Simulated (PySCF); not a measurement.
SMILES F[Si](C)(C=C)F at its PBE0/def2-SVP optimised geometry (Å):

```
12

C     -1.2812     0.6087     1.0268
C     -0.5870     0.1032     0.0000
Si     0.0311    -1.6393     0.0000
C     -0.5443    -2.6984    -1.4015
F      1.6532    -1.6393     0.0000
F     -0.4168    -2.3079     1.4087
H     -1.5046     0.0091     1.9160
H     -1.6532     1.6393     1.0284
H     -0.3872     0.7452    -0.8680
H     -0.1134    -3.7086    -1.3282
H     -0.2369    -2.2661    -2.3663
H     -1.6411    -2.7882    -1.3995
```

Calculation: PBE0/def2-TZVP in PySCF.

Map of the Laplacian of the electron density (e/bohr⁵), clipped to [-1.50, 1.50] on the plane z = 0.6 Å:

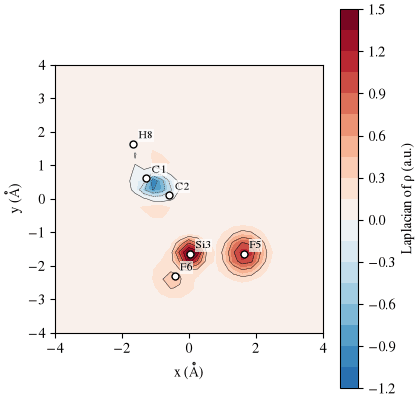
Laplacian of the electron density (e/bohr⁵), clipped to [-1.50, 1.50] on the plane z = 0.6 Å.
